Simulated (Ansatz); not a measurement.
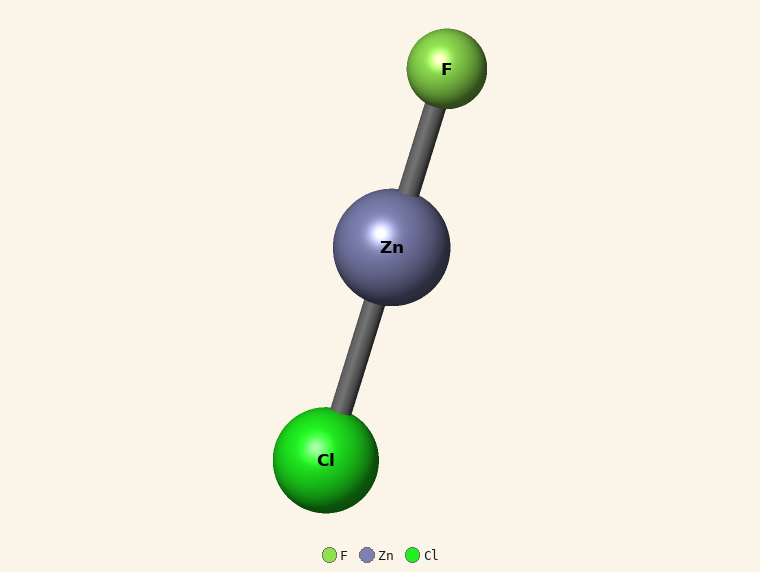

A metal compound. Charge 0, singlet. The computed structure is the end point of a PBE0-D4/def2-TZVP optimisation. No frequency run is at hand to confirm it as a minimum.

> What is the coordination number of the metal, and which atoms bind to it?

Zn binds 2 atoms: 1 F at 1.74 Å, 1 Cl at 2.07 Å. The arrangement is linear.

> Give the formal oxidation state and the d-electron count.

Zn(II), d¹⁰, counting the ligands as closed-shell ions or neutral donors.
